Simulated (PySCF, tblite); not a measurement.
# C₂H₃F₂O₄S−: dynamics, then NMR shifts on frames

Aim: move C₂H₃F₂O₄S− (`O=S(=O)([O-])COC(F)F`) away from its starting geometry and see how NMR shifts follow the geometry.

Programs: tblite 0.8.0 and PySCF 2.14.0, with density-fitted response routines of our own. Each step states its level of theory. These are calculated values for one molecule in the gas phase, unless marked as measured. Atoms are numbered from 0 throughout.

### Step 1. Starting geometry

12 atoms, charge -1, multiplicity 1; geometry from: GFN2-xTB.

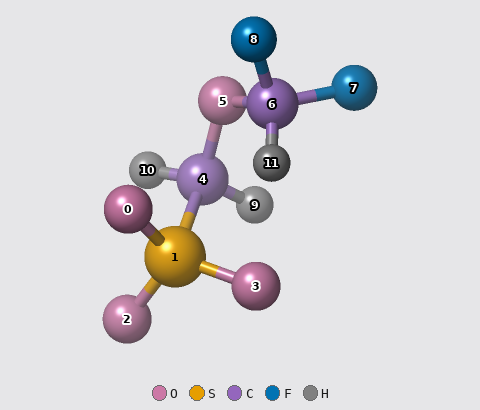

The starting geometry (oxygen pink, sulfur amber, carbon purple, fluorine blue, hydrogen grey), atoms numbered; sticks join atoms by distance.

### Step 2. Dynamics with GFN2-xTB

Job settings and geometry (Å):

```
{"job": {"kind": "md", "xc": "GFN2-xTB", "basis": "xTB", "temperature": 300, "steps": 2000, "every": 50, "frames": 5}, "charge": -1, "multiplicity": 1}
O     -1.224850    -0.621248    -1.166144
S     -1.431283     0.295790    -0.058421
O     -2.760642     0.267022     0.530982
O     -0.912733     1.639316    -0.306312
C     -0.347927    -0.357908     1.299919
O      0.875474    -0.854577     0.789322
C      1.461612    -0.072779    -0.133357
F      2.455108     0.690538     0.453614
F      2.145841    -0.851405    -1.000510
H     -0.188462     0.453278     2.012798
H     -0.864391    -1.194464     1.757790
H      0.793452     0.605751    -0.676270
```

Method: GFN2-xTB Langevin dynamics, gas phase.

On the command line:

```bash
> OMP_NUM_THREADS=1 python probes_run.py task.json out
```

This one command runs all jobs of the session in turn.

What it wrote:

```text
t/fs     T/K      E/eV
    0.0   261.5   -953.99398
   25.0   174.0   -953.69818
   50.0   241.1   -953.60849
   75.0   311.2   -953.77224
  100.0   325.8   -953.74392
  125.0   223.9   -953.54877
  150.0   231.3   -953.55147
  175.0   163.7   -953.50659
  200.0   292.3   -953.66856
  225.0   280.8   -953.73774
  250.0   226.0   -953.73367
  275.0   293.2   -953.67014
  300.0   332.9   -953.76510
  325.0   286.6   -953.70831
  350.0   266.6   -953.61479
  375.0   342.8   -953.76319
  400.0   237.8   -953.54037
  425.0   285.6   -953.55288
  450.0   326.8   -953.57243
  475.0   253.8   -953.37668
  500.0   310.9   -953.53654
  525.0   328.0   -953.46608
  550.0   315.6   -953.59201
  575.0   267.1   -953.54300
  600.0   192.3   -953.61283
  625.0   186.3   -953.60865
  650.0   234.0   -953.67353
  675.0   191.4   -953.70710
  700.0   240.5   -953.67692
  725.0   286.4   -953.64856
  750.0   274.9   -953.67004
  775.0   281.8   -953.69880
  800.0   258.6   -953.61701
  825.0   187.9   -953.55035
  850.0   385.7   -953.83774
  875.0   186.8   -953.58526
  900.0   267.9   -953.63421
  925.0   300.8   -953.60287
  950.0   290.1   -953.54155
  975.0   295.5   -953.67785
 1000.0   168.4   -953.58715
```

It took 11 s on 1 thread of Arm Neoverse V1, shared host.

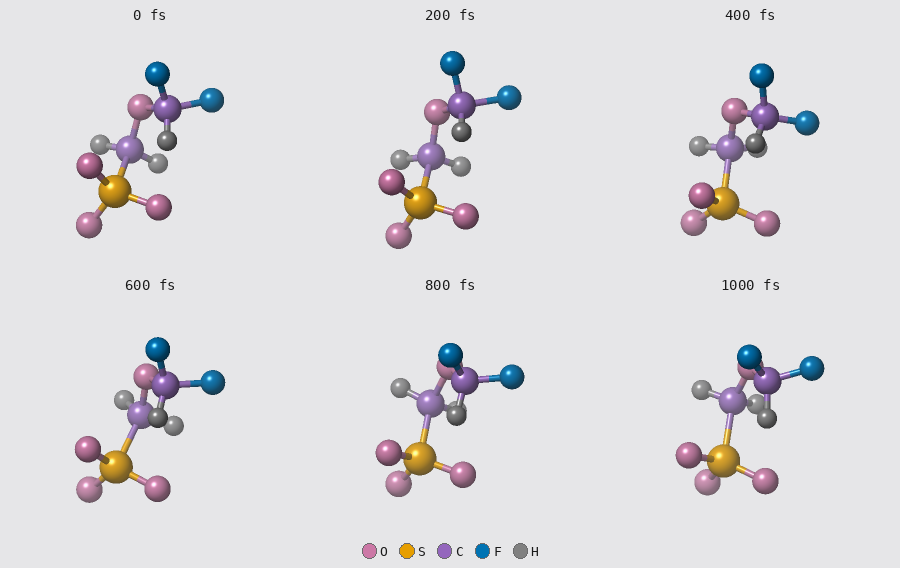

Frames of the run.

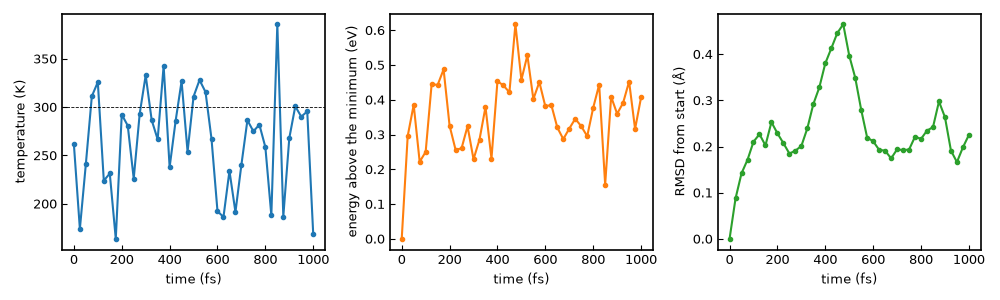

Temperature, potential energy and distance from the start.

Positions (Å) and forces (eV/Å) at 1000 fs:

```xyz
12

O    -2.236   -0.898   -0.383   -0.029    0.235   -0.116
S    -1.819   -0.160    0.800   -1.177   -0.833    1.024
O    -2.737   -0.285    1.966    1.088   -0.088   -1.117
O    -1.428    1.219    0.553    0.617   -0.147   -0.147
C    -0.351   -1.183    1.394    0.340    0.304    0.471
O     0.850   -1.322    0.608   -0.397    0.651   -1.067
C     0.987   -0.511   -0.501   -0.520    0.564    1.256
F     2.129    0.261   -0.451    0.024    0.193    0.861
F     1.292   -1.233   -1.573   -0.553   -0.863   -0.833
H    -0.057   -0.705    2.312    0.133    0.589    0.504
H    -0.744   -2.157    1.733    0.136    0.222   -0.880
H     0.147    0.223   -0.666    0.338   -0.828    0.043
```

### Step 3. Nuclear shieldings: 250 fs, PBE0/pcSseg-1

Job settings and geometry (Å):

```
{"job": {"kind": "nmr", "xc": "PBE0", "basis": "pcSseg-1", "pop": false}, "charge": -1, "multiplicity": 1}
O     -1.758900    -0.328500    -0.953100
S     -1.731000     0.561100     0.223000
O     -2.956100     0.593700     0.963100
O     -1.091000     1.817200    -0.000600
C     -0.628600    -0.227800     1.437500
O      0.525300    -0.988700     0.974500
C      1.166100    -0.334200     0.001300
F      2.000300     0.542500     0.526400
F      1.891000    -1.200800    -0.723700
H     -0.287900     0.567200     2.132100
H     -1.194600    -0.929900     2.044100
H      0.500500     0.180100    -0.727500
```

Level: GIAO PBE0/pcSseg-1 NMR shielding, non-relativistic, gas phase.

What it wrote:

```text
coarse grid: 12176 points
cycle   1  E = -975.5066831963  dE =  2.391e+00  |g| = 1.521e+00  |ddm| = 3.481e+00
cycle   2  E = -974.8863699931  dE =  6.203e-01  |g| = 2.426e+00  |ddm| = 2.704e+00
cycle   3  E = -975.8897713747  dE = -1.003e+00  |g| = 2.004e-01  |ddm| = 1.849e+00
cycle   4  E = -975.8969220818  dE = -7.151e-03  |g| = 8.982e-02  |ddm| = 2.216e-01
cycle   5  E = -975.8981984173  dE = -1.276e-03  |g| = 3.524e-02  |ddm| = 7.678e-02
cycle   6  E = -975.8984167752  dE = -2.184e-04  |g| = 8.232e-03  |ddm| = 3.055e-02
cycle   7  E = -975.8984286841  dE = -1.191e-05  |g| = 2.095e-03  |ddm| = 6.881e-03
cycle   8  E = -975.8984294104  dE = -7.264e-07  |g| = 4.525e-04  |ddm| = 1.684e-03
final grid: 118320 points
cycle   9  E = -976.0073657652  dE = -2.884e-05  |g| = 1.333e-02  |ddm| = 2.414e-02
cycle  10  E = -976.0073311245  dE =  3.464e-05  |g| = 1.926e-02  |ddm| = 1.992e-02
cycle  11  E = -976.0073961883  dE = -6.506e-05  |g| = 1.713e-03  |ddm| = 1.207e-02
cycle  12  E = -976.0073967134  dE = -5.250e-07  |g| = 3.405e-04  |ddm| = 1.516e-03
cycle  13  E = -976.0073967277  dE = -1.437e-08  |g| = 1.828e-04  |ddm| = 3.342e-04
cycle  14  E = -976.0073967334  dE = -5.639e-09  |g| = 4.556e-05  |ddm| = 1.571e-04
cycle  15  E = -976.0073967337  dE = -3.438e-10  |g| = 1.255e-05  |ddm| = 3.695e-05
converged SCF energy = -976.0073967337

GIAO shielding tensors (ppm)
atom      isotropic    diamagn.    paramagn.     s11        s22        s33       span
  0 O      103.554     405.689    -302.135     70.786     78.933    160.942     90.156
  1 S      210.344    1050.378    -840.034     64.488    277.787    288.756    224.269
  2 O      116.761     398.256    -281.495     54.152    123.016    173.116    118.964
  3 O      101.691     405.775    -304.084     71.028     92.739    141.307     70.279
  4 C      100.190     250.686    -150.496     80.150     87.149    133.271     53.121
  5 O      225.204     399.874    -174.670    180.725    215.367    279.519     98.795
  6 C       67.026     246.001    -178.975     50.221     73.873     76.983     26.762
  7 F      296.353     474.813    -178.460    236.089    297.662    355.309    119.220
  8 F      291.384     473.651    -182.267    196.479    316.904    360.768    164.288
  9 H       27.227      31.087      -3.859     23.970     27.723     29.989      6.018
 10 H       27.684      30.870      -3.186     23.359     28.737     30.956      7.597
 11 H       23.677      31.354      -7.677     19.220     22.198     29.612     10.392
```

Wall time 21 s (1 thread of Arm Neoverse V1, shared host); peak memory 0.78 GiB.

The references, computed at this level on geometries of the same kind, shield at (ppm): 1H TMS 31.72, 13C TMS 186.9, 19F CFCl3 170.9, 17O H2O 336.1, 33S CS2 504. Their shielding less the atom's gives the shift. The references are single molecules in the gas phase, so shifts against H2O, NH3, PH3, H3PO4 or CFCl3 are not on the usual liquid scales and can be off by tens of ppm. Each atom is listed at this fixed geometry, with no averaging over motion; a spectrum would average atoms that exchange fast.

```tsv
atoms	environment	σ (ppm)	δ (ppm)
C6	sp3 CH bonded to 2 F and O	67.0	119.9
C4	sp3 CH2 bonded to O and S	100.2	86.7
H11	hydrogen on an sp3 CH bonded to 2 F and O	23.68	8.04
H9	hydrogen on an sp3 CH2 bonded to O and S	27.23	4.49
H10	hydrogen on an sp3 CH2 bonded to O and S	27.68	4.03
O3	oxygen of an anionic S–O group	101.7	234.4
O0	oxygen of an anionic S–O group	103.6	232.5
O2	oxygen of an anionic S–O group	116.8	219.3
O5	ether oxygen	225.2	110.9
S1	sulfonyl sulfur	210	293
F8	fluorine of a CF2 group	291.4	-120.4
F7	fluorine of a CF2 group	296.4	-125.4
```

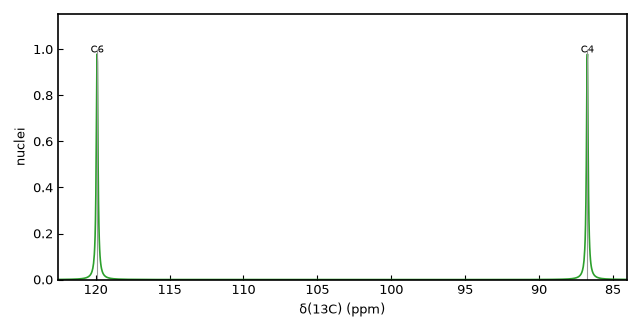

13C lines at the computed shifts, without couplings. Lines are broadened to a width of 0.13 ppm (Lorentzian).

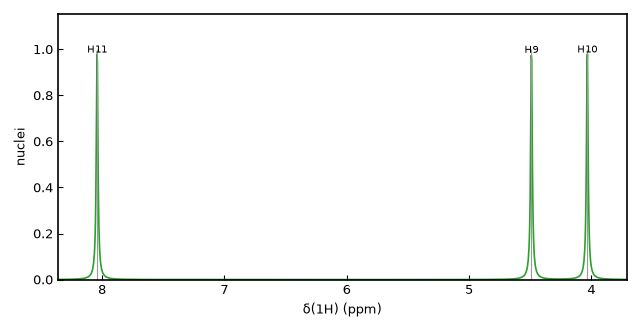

1H lines at the computed shifts, without couplings. Lines are broadened to a width of 0.02 ppm (Lorentzian).

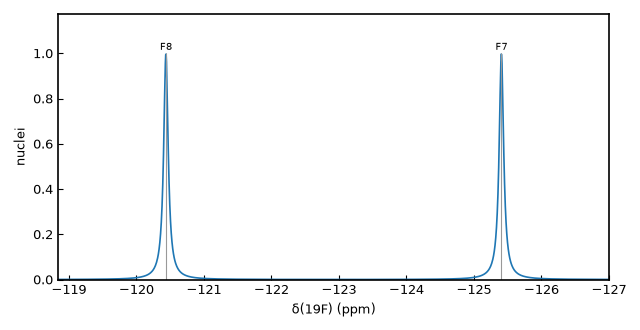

19F lines at the computed shifts, without couplings. Lines are broadened to a width of 0.08 ppm (Lorentzian).

### Step 4. Shielding tensors: 425 fs, PBE0/pcSseg-1

Job settings and geometry (Å):

```
{"job": {"kind": "nmr", "xc": "PBE0", "basis": "pcSseg-1", "pop": false}, "charge": -1, "multiplicity": 1}
O     -1.891100    -0.113400    -0.679600
S     -1.861100     0.310300     0.708700
O     -2.984800    -0.197100     1.464800
O     -1.554900     1.710500     0.776400
C     -0.533900    -0.659100     1.516100
O      0.452300    -1.135300     0.595500
C      0.889400    -0.312000    -0.318000
F      1.575300     0.731200     0.277400
F      1.967700    -0.915500    -0.890700
H     -0.014400    -0.015200     2.202200
H     -1.091300    -1.471500     1.984700
H      0.238000     0.078400    -1.066400
```

Method: GIAO PBE0/pcSseg-1 NMR shielding, non-relativistic, gas phase.

What it wrote:

```text
coarse grid: 12176 points
cycle   1  E = -975.4805970705  dE =  2.409e+00  |g| = 1.544e+00  |ddm| = 3.463e+00
cycle   2  E = -974.8195222355  dE =  6.611e-01  |g| = 2.489e+00  |ddm| = 2.801e+00
cycle   3  E = -975.8780613563  dE = -1.059e+00  |g| = 1.916e-01  |ddm| = 1.914e+00
cycle   4  E = -975.8847872834  dE = -6.726e-03  |g| = 8.333e-02  |ddm| = 2.168e-01
cycle   5  E = -975.8860126257  dE = -1.225e-03  |g| = 2.443e-02  |ddm| = 6.360e-02
cycle   6  E = -975.8861137318  dE = -1.011e-04  |g| = 6.868e-03  |ddm| = 2.208e-02
cycle   7  E = -975.8861211821  dE = -7.450e-06  |g| = 2.528e-03  |ddm| = 6.085e-03
final grid: 118320 points
cycle   8  E = -975.9962142979  dE = -3.307e-05  |g| = 1.368e-02  |ddm| = 2.247e-02
cycle   9  E = -975.9961770628  dE =  3.724e-05  |g| = 1.981e-02  |ddm| = 2.234e-02
cycle  10  E = -975.9962467575  dE = -6.969e-05  |g| = 2.090e-03  |ddm| = 1.364e-02
cycle  11  E = -975.9962475210  dE = -7.636e-07  |g| = 4.345e-04  |ddm| = 1.803e-03
cycle  12  E = -975.9962475477  dE = -2.668e-08  |g| = 2.049e-04  |ddm| = 4.214e-04
cycle  13  E = -975.9962475551  dE = -7.335e-09  |g| = 4.544e-05  |ddm| = 1.668e-04
cycle  14  E = -975.9962475554  dE = -3.229e-10  |g| = 1.415e-05  |ddm| = 3.705e-05
converged SCF energy = -975.9962475554

GIAO shielding tensors (ppm)
atom      isotropic    diamagn.    paramagn.     s11        s22        s33       span
  0 O      103.256     407.453    -304.196     74.571     95.012    140.185     65.614
  1 S      207.869    1050.389    -842.520     65.811    267.193    290.602    224.791
  2 O      101.058     398.877    -297.818     30.336    108.973    163.865    133.528
  3 O      108.074     404.474    -296.401     62.434    104.642    157.145     94.711
  4 C       99.110     253.197    -154.087     76.458     90.789    130.083     53.625
  5 O      233.854     398.153    -164.299    189.284    221.431    290.848    101.564
  6 C       63.749     240.375    -176.626     45.082     69.727     76.437     31.355
  7 F      265.678     477.719    -212.041    175.394    249.484    372.157    196.762
  8 F      272.701     473.694    -200.993    159.962    294.313    363.828    203.866
  9 H       27.390      32.038      -4.647     24.067     27.583     30.520      6.453
 10 H       26.831      30.868      -4.038     22.253     28.260     29.980      7.728
 11 H       23.999      30.647      -6.648     18.473     24.355     29.169     10.696
```

Run time: 20 s. Hardware: 1 thread of Arm Neoverse V1, shared host; peak memory 0.83 GiB.

This run: δ C6 123.2, C4 87.8, O2 235.0, O0 232.8, H11 7.72, H10 4.89 ppm.

(Part 1 of 2 ends here.)
